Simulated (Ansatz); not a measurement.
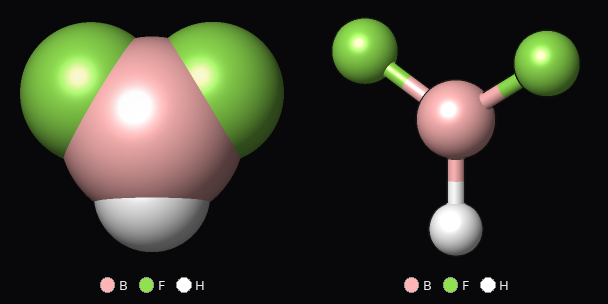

Both panels show the same species.

**Give the formula.**

BF2H, 4 atoms: 1 boron, 2 fluorine and 1 hydrogen.

**Which point group does it belong to?**

C2v.

**How many atoms are distinct by symmetry?**

3: 1 B, 2 F, 1 H.

**How many bonds of each kind are drawn?**

2 B–F, 1 B–H. Sticks follow a distance rule.

More results for the same structure follow; atom numbers are the same in all pictures, views and colours differ. The computed structure is the end point of a PBE0-D4/def2-TZVP optimisation.

### Shape

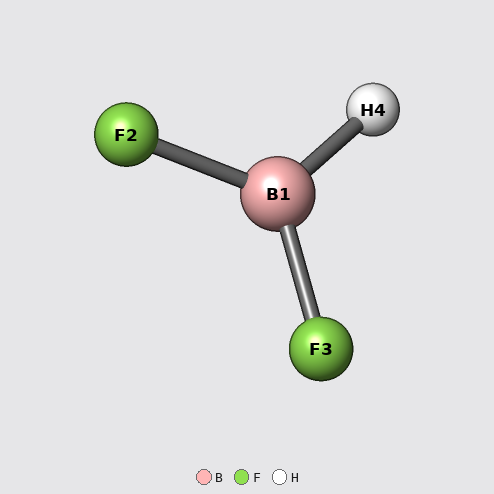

Numbered structure.

Give these bond angles: F2–B1–F3, F2–B1–H4.

```csv
angle,degrees
F2–B1–F3,118.1
F2–B1–H4,121.0
```

### Electronic properties

Method: RKS PBE0-D4/def2-TZVPP (Ansatz 0.2.0).

**Estimate the HOMO energy (Kohn–Sham orbital).**

−10.86 eV.

**What is the LUMO energy (Kohn–Sham orbital)?**

−0.32 eV.

### Charges

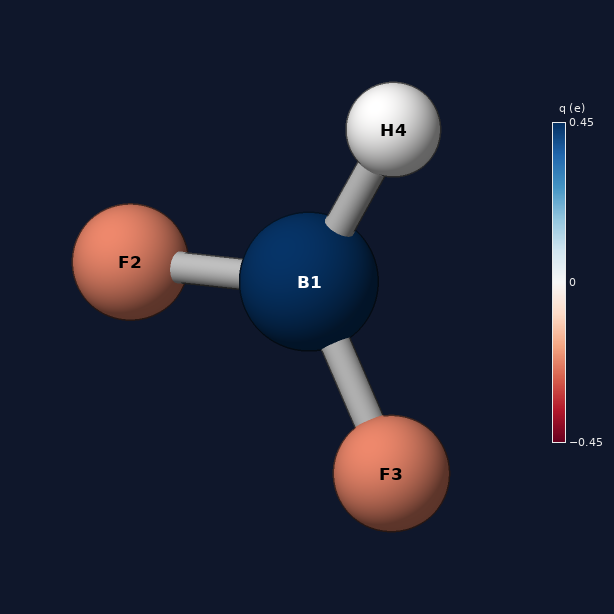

Atoms are coloured by their Mulliken charges. Properties computed with RKS PBE0-D4/def2-TZVP (Ansatz 0.2.0).

Give the Mulliken charges atom by atom.

| atom | value (e) |
| --- | --- |
| B1 | 0.44 |
| F2 | −0.22 |
| F3 | −0.22 |
| H4 | 0.00 |

### Dipole moment

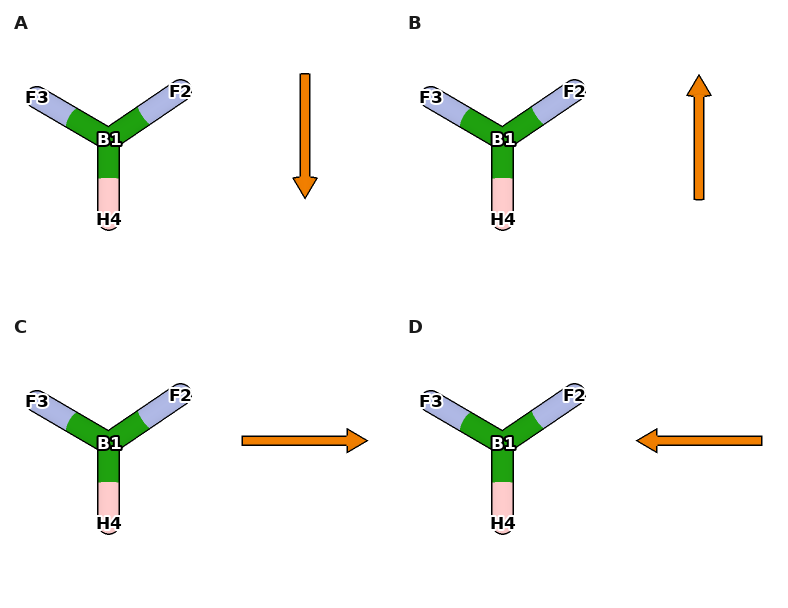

The same molecule four times, each with an arrow. Level of theory: RKS PBE0-D4/def2-TZVP (Ansatz 0.2.0).

**Which arrow points along the dipole moment, from the negative to the positive end?**

A. The dipole moment is 0.89 D; it points from the side of F2, F3 to the side of H4 (the outermost atoms at the two ends).

Mulliken values depend strongly on the basis set and can even reverse the polarity of a bond.
